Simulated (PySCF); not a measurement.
**Excited-state calculation, with input and output: Ga₃H₃Br₆**

System: Ga₃H₃Br₆.
Method: TDDFT PBE0/def2-SVPD, vertical, gas phase, core orbitals frozen in the response (PySCF 2.14.0).

The geometry comes from this level: PBE0-D3(BJ)/def2-SVP. It belongs to a series of runs on one base structure; here: bridge H.

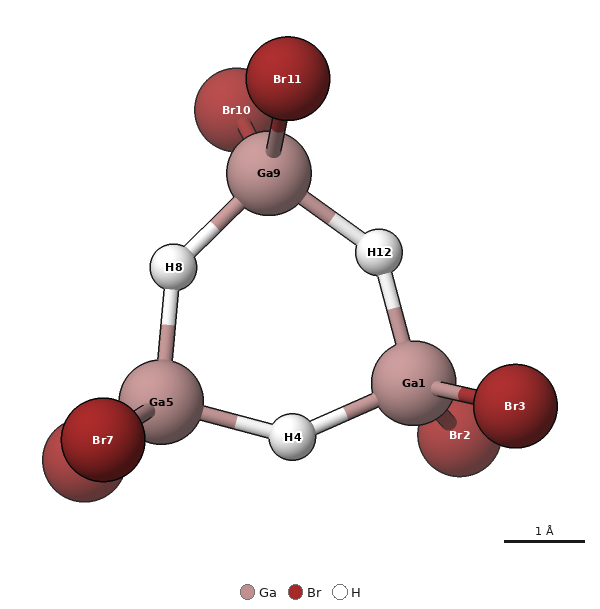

The input geometry (ball-and-stick view, seen at a tilt; atoms are numbered from 1 in the order of the input). Sticks mark near contacts.

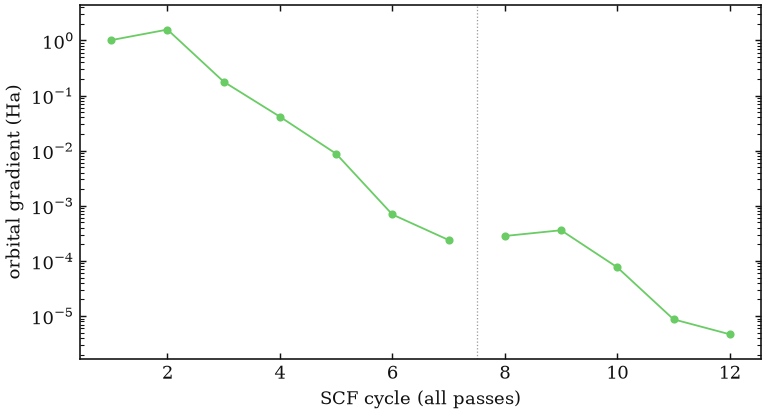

Convergence of the self-consistent field: orbital gradient against the SCF cycle. The dotted line marks the change from a coarse to the final integration grid. The first 7 cycles use a coarse grid, the final grid takes over at cycle 8, and the field converges after 12 cycles in all.

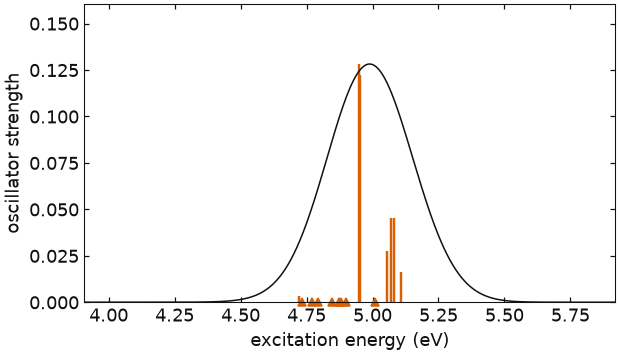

Computed excitations as sticks (degenerate states added up, dark ones marked on the axis), with a Gaussian envelope of 0.35 eV full width at half maximum, scaled to the tallest. Of the 15 states the lowest lies at 4.72 eV (f = 0.003); the strongest line is at 4.95 eV, or 251 nm (f = 0.128).

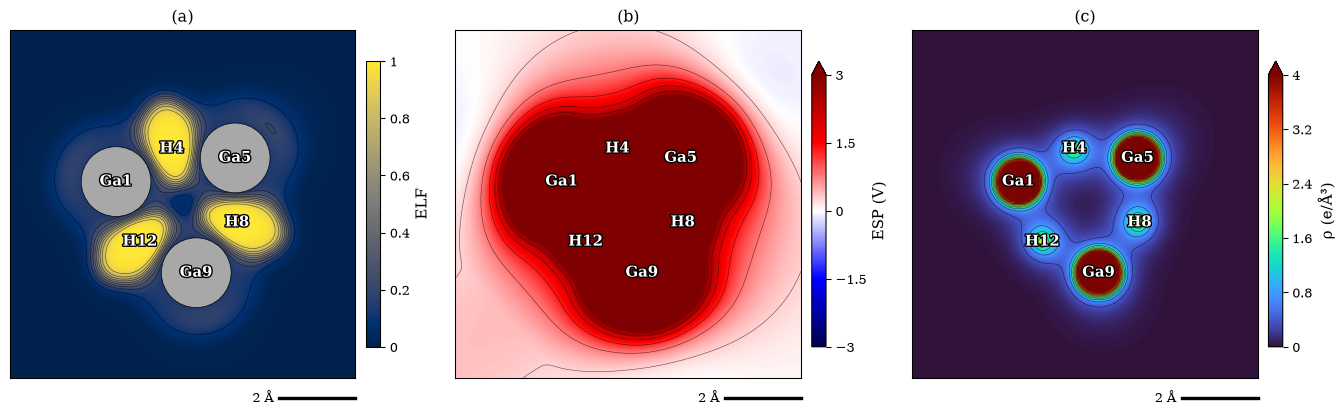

(a) ELF; (b) molecular electrostatic potential; (c) electron density on the plane of atoms H8, Ga9 and H12. Grey discs, where drawn, cover atomic cores. The potential has no marked negative region in this plane.

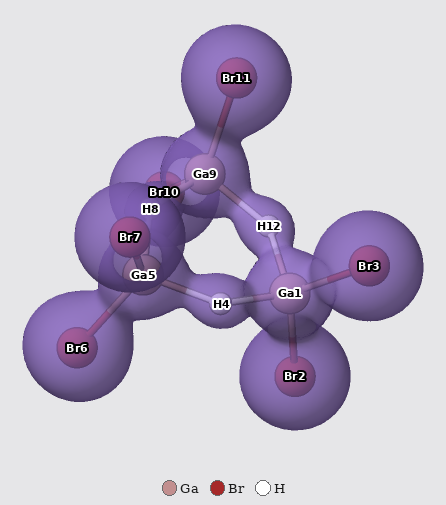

Isosurface of the total electron density at 0.4 e/Å³ (purple), seen at a tilt. At this value the surface is in one piece. On the grid the lowest density along these lines, outside the cores, is 0.59 e/Å³ (Ga–Br, 2.27 Å) and 0.53 e/Å³ (Ga–H, 1.70 Å).

The input and output of the run follow.

**Input file**
```
{"job": {"kind": "uv", "xc": "PBE0", "basis": "def2-SVPD", "ip": true, "nstates": 15}, "charge": 0, "multiplicity": 1}
Ga    -0.505198    -1.520800    -0.900383
Br    -2.636478    -1.468617    -1.674151
Br     0.937762    -3.258005    -1.137691
H     -0.553054    -1.152971     0.754951
Ga    -0.286837     0.149987     1.809043
Br    -2.309335     1.043302     2.327199
Br     1.267229    -0.549914     3.302205
H      0.487099     1.221070     0.746467
Ga     0.864124     1.360287    -0.903430
Br    -0.518323     2.980632    -1.686305
Br     3.120104     1.227208    -1.108738
H      0.248376    -0.114929    -1.478167
```

The first line tells a small driver script what to run in PySCF; the rest is the geometry in Å.

Command:
```bash
OMP_NUM_THREADS=2 python <driver script> task.json out
```

**Log**
```
coarse grid: 73656 points
cycle   1  E = -21216.3474837841  dE = -6.940e+00  |g| = 1.012e+00  |ddm| = 5.617e+00
cycle   2  E = -21216.0333784823  dE =  3.141e-01  |g| = 1.573e+00  |ddm| = 3.388e+00
cycle   3  E = -21216.5158435313  dE = -4.825e-01  |g| = 1.782e-01  |ddm| = 2.333e+00
cycle   4  E = -21216.5222994916  dE = -6.456e-03  |g| = 4.130e-02  |ddm| = 2.887e-01
cycle   5  E = -21216.5228519986  dE = -5.525e-04  |g| = 8.789e-03  |ddm| = 8.885e-02
cycle   6  E = -21216.5228785024  dE = -2.650e-05  |g| = 6.952e-04  |ddm| = 1.728e-02
cycle   7  E = -21216.5228785921  dE = -8.969e-08  |g| = 2.395e-04  |ddm| = 1.560e-03
final grid: 134432 points
cycle   8  E = -21216.5228243681  dE = -2.019e-07  |g| = 2.831e-04  |ddm| = 7.882e-03
cycle   9  E = -21216.5228243539  dE =  1.419e-08  |g| = 3.600e-04  |ddm| = 1.091e-03
cycle  10  E = -21216.5228243897  dE = -3.580e-08  |g| = 7.651e-05  |ddm| = 5.848e-04
cycle  11  E = -21216.5228243907  dE = -1.011e-09  |g| = 8.720e-06  |ddm| = 1.040e-04
cycle  12  E = -21216.5228243907  dE =  2.910e-11  |g| = 4.668e-06  |ddm| = 2.616e-05
converged SCF energy = -21216.5228243907

Static polarisability (au): isotropic 229.241, principal 219.482 220.215 248.026

Singlet excitations
state   eV       nm        f      main configurations
  1   4.7200    262.7   0.00349   H->L+1 0.61, H-3->L 0.23
  2   4.7311    262.1   0.00041   H-1->L+1 0.47, H-2->L 0.32
  3   4.7702    259.9   0.00006   H-3->L+1 0.37, H->L 0.34, H-5->L+1 0.10
  4   4.7943    258.6   0.00043   H-3->L 0.45, H-5->L 0.20, H->L+1 0.18
  5   4.8464    255.8   0.00110   H-1->L 0.53, H-2->L+1 0.35
  6   4.8745    254.4   0.00062   H-4->L 0.25, H-4->L+1 0.22, H-6->L+1 0.14
  7   4.8795    254.1   0.00041   H-4->L+1 0.37, H-6->L+1 0.14, H-6->L 0.10
  8   4.9010    253.0   0.00070   H-8->L 0.48, H-3->L+1 0.20, H-4->L 0.14
  9   4.9487    250.5   0.12820   H-1->L+1 0.39, H-2->L 0.34
 10   4.9538    250.3   0.12221   H-2->L+1 0.47, H-1->L 0.32
 11   5.0082    247.6   0.00071   H-8->L 0.24, H->L 0.20, H-6->L+1 0.19
 12   5.0542    245.3   0.02758   H-5->L 0.54, H-7->L 0.15, H-3->L 0.11
 13   5.0698    244.6   0.04527   H-7->L+1 0.50, H-5->L+1 0.22, H-9->L 0.08
 14   5.0811    244.0   0.04518   H-7->L 0.47, H-6->L 0.16, H-5->L 0.10
 15   5.1082    242.7   0.01602   H-5->L+1 0.49, H-7->L+1 0.17, H-6->L+1 0.11

Triplet excitations (Tamm-Dancoff, eV): 4.4594 4.4900 4.5008 4.5053
Vertical electron affinity (delta-SCF) = 1.7715 eV
```

**Results in brief**

- outcome: converged
- total energy: −21216.522824 hartree
- HOMO: −8.86 eV
- LUMO: −3.07 eV
- dipole moment: 0.24 D
- mean polarisability: 229.24 a.u.
- vertical electron affinity: 1.77 eV
- lowest singlet excitation: 4.72 eV
- hardware: 2 CPU threads, shared host
- wall time: 26 min (CPU time 55 min)
- peak memory: 3.6 GiB

Spin–orbit coupling is left out, which matters for the heavy atoms. Checks after the run noted: ip_vertical: SCF of the ion did not converge.
